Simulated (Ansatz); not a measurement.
# CCSDTQ/STO-3G run of GeS (germanium sulfide)

What is the electronic atomisation energy of GeS (germanium sulfide) at CCSDTQ/STO-3G? 

Program for the calculation: Ansatz 0.2.0.

58 further runs of the same task are left out: 29 that didn't finish, 29 set aside as unsound or not needed.

## (1) The structure to begin with

GeS: 2 atoms, total charge 0, spin state singlet. SMILES: `[S+]#[Ge-]`. The bond length is the measured one.

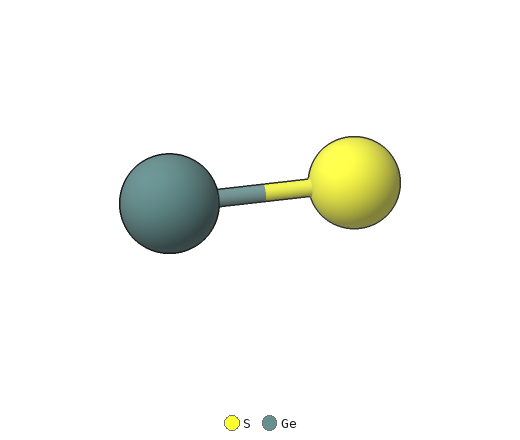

The structure, seen from a chosen angle (sulfur yellow, germanium teal).

## (2) A single-point energy at CCSDTQ/STO-3G

Contents of job.yaml:

```yaml
crystal:
  periodic: [false, false, false]
  atoms:
    - symbol: S
      position_ang: [0.000000, 0.000000, 0.000000]
    - symbol: Ge
      position_ang: [0.000000, 0.000000, 2.012086]
basis:
  gaussian:
    orbitals: STO-3G
correlation:
  method: ccsdtq
  frozen_orbitals: {Ge: 9, S: 5}
scf:
  omitted_lower_state_checks: [cluster_reference, increment]
accuracy: high
```

Command:

```console
$ ansatz run job.yaml --threads 1 --pin off --max-ram 2610MiB --events-out events.jsonl --progress --plain --runs-dir runs
```

Output:

```text
Warning: RAYON_NUM_THREADS=1 ignored (pool sized by the plan → 1); use --threads N
[... 11 lines left out ...]
14 core orbitals not correlated: weight in the atoms' cores, before any rotation towards them, 1.000 or more for the frozen orbitals, at most 0.000 for the correlated occupied ones
[... 39 lines left out ...]
Total energy: -66532.24576701 eV, -2445.0149347619 hartree
Checks for a lower state left out: cluster_reference, increment
```

Run time: 20 s. Hardware: 1 thread of Arm Neoverse V1, shared host; peak memory 0.64 GiB.

## (3) The Ge atom

Contents of molecule.yaml:

```yaml
basis:
  gaussian:
    orbitals: STO-3G
crystal:
  periodic: [false, false, false]
  atoms:
    - {symbol: Ge, position_ang: [0.000000, 0.000000, 0.000000]}
magnetization:
  spin_polarized: true
  initial_magnetization: 2
correlation:
  method: ccsdtq
  frozen_orbitals: {Ge: 9}
accuracy: high
scf:
  omitted_lower_state_checks: [cluster_reference, increment]
```

Command:

```console
$ ansatz run molecule.yaml --threads 1 --pin off --max-ram 2610MiB --events-out events.jsonl --progress --plain --runs-dir runs
```

Output, cut to the lines that bear on the results:

```text
Warning: RAYON_NUM_THREADS=1 ignored (pool sized by the plan → 1); use --threads N
Functional definition: HF
  name "HF"
[...]
138 factors; integrals over basis functions are off by at most 4.5e-9 eV
[...]
mean field -55827.86669962 eV, -2051.6362597239 hartree, gradient 4.0e-9 eV, S^2 2.000002; 3 other end points of the search recorded, 0 dependent functions left out
9 core orbitals not correlated: weight in the atoms' cores, before any rotation towards them, 1.000 or more for the frozen orbitals, at most 0.000 for the correlated occupied ones
reference -55827.86669962 eV, -2051.6362597239 hartree; 8, 6 occupied and 1, 3 virtual orbitals, 138 factors
second order -0.20570726 eV of doubles, 0.00000000 eV of singles
cycle   1  -0.29519018 eV  change   -8.9e-2 eV  update   3.5e-2
[...]
cycle  22  -0.36568754 eV  change   8.3e-12 eV  update  7.6e-10
Total energy: -55828.23238716 eV, -2051.6496984932 hartree
Checks for a lower state left out: cluster_reference, increment
```

Run time: 23 s. Hardware: 1 thread of Arm Neoverse V1, shared host; peak memory 0.12 GiB.

## (4) The S atom

Contents of input.yaml:

```yaml
crystal:
  periodic: [false, false, false]
  atoms:
    - symbol: S
      position_ang: [0.000000, 0.000000, 0.000000]
basis:
  gaussian:
    orbitals: STO-3G
magnetization:
  spin_polarized: true
  initial_magnetization: 2
accuracy: high
scf:
  omitted_lower_state_checks: [cluster_reference, increment]
correlation:
  method: ccsdtq
  frozen_orbitals: {S: 5}
```

Run the same way, it converges to -393.13022 Eh (log not shown).

## (5) Summary of results

Level: CCSDTQ/STO-3G, 14 core orbitals frozen.

```
                                              quantity           value
                                molecule: total energy  -2445.01493 Eh
molecule: correlation energy (14 core orbitals frozen)      -107.5 mEh
                               molecule: T1 diagnostic           0.022
                                 Ge atom: total energy  -2051.64970 Eh
  Ge atom: correlation energy (9 core orbitals frozen)       -13.4 mEh
            Ge atom: ⟨S²⟩ of the reference determinant           2.000
                                Ge atom: T1 diagnostic           0.000
                                  S atom: total energy   -393.13022 Eh
   S atom: correlation energy (5 core orbitals frozen)         0.0 mEh
             S atom: ⟨S²⟩ of the reference determinant           2.000
                                 S atom: T1 diagnostic           0.000
                         electronic atomisation energy        6.395 eV
```

Taking the molecule apart into free atoms costs 6.40 eV (147 kcal/mol), before zero-point energy and without spin-orbit coupling. In a minimal basis such a difference can be off by several eV, whatever the method. The restricted solution (molecule) is unstable to spin breaking: an unrestricted one lies lower.
